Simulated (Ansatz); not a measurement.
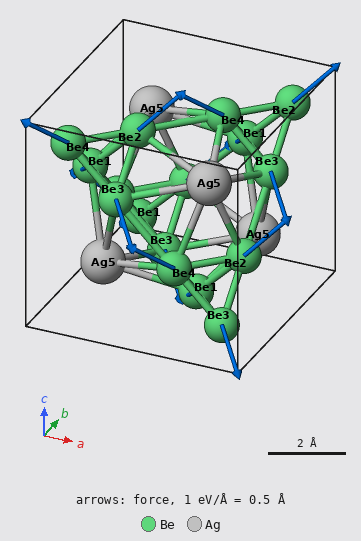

Starting geometry of a crystal of Be4Ag (a generated structure, set up in F-43m) (coarse preliminary run) with the computed forces as blue arrows. Style: ball-and-stick. Shown: the conventional cell (4 times the calculation's cell), from a free direction. Lengths and directions refer to the drawn axes.

Method: DFT PBE, scalar-relativistic, plane waves, PAW (Ansatz). Settings: plane-wave cutoff 420 eV; k-point mesh 6 × 6 × 6; occupations gaussian; smearing width 0.1 eV; no spin polarisation; cell and atoms relaxed; force threshold 0.04 eV/Å; at most 70 steps.

> What follows when this structure is relaxed?

It isn't relaxed: the largest force vector, on Be atoms, is 3.29 eV/Å. The atoms end up moving mostly along the starting forces (cosine between the two patterns 1.00). After 3 accepted moves (4 points after the start) the energy has fallen by 0.837 eV per cell of the calculation. The largest force component goes from 1.9 to 0.0072 eV/Å. Pressure: 5.36 GPa at the start and −0.09 GPa at the end. At 1 point the geometry stayed and the basis and grid were re-selected for the new cell (energy shift of 0.4 meV per cell of the calculation at most each time). The largest moves relative to the cell, 0.13 Å, are those of Be1, Be2, Be3 and Be4. Be2 goes along [1 1 1]. Ag stays in place. The volume changes by +2.3 %, with a = b = c 6.088 → 6.134 Å (+0.7 %). Among the contacts that change: Be1–Be2 1.938 → 2.171 Å, Be1–Be2 (another image) 2.367 → 2.166 Å, Be1–Ag5 2.550 → 2.543 Å. The space group stays F-43m (No. 216). The run took 9.3 s on 1 thread of Intel(R) Xeon(R) Platinum 8259CL CPU @ 2.50GHz (Skylake/Cascade Lake), on a shared host, peak memory 0.4 GiB.
